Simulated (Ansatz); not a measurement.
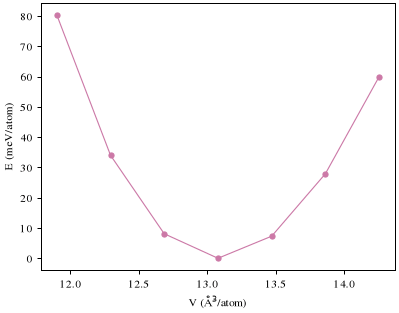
HfC in space group P-6m2 (No. 187; Hf on 1a, C on 1d) under volume change, r²SCAN in the plane-wave PAW code Ansatz, shape and atoms relaxed at each volume.

### Question
What does a third-order Birch–Murnaghan fit give for V₀, B₀ and B′?

### Answer
V₀ = 13.08 Å³/atom, B₀ = 208 GPa, B′ = 3.8.

The start of the workflow was typed in or built on a structure type; neither database checked (COD, Materials Project) lists it. It is not the phase usual at ambient conditions (space group No. 225). The r²SCAN relaxation kept the symmetry of its start; whether a distortion lowers the energy is not shown. No spin polarisation was allowed. Scalar-relativistic: spin–orbit coupling is off unless named, which matters more the heavier the elements.

Potentials: the later of the program's two PAW sets.
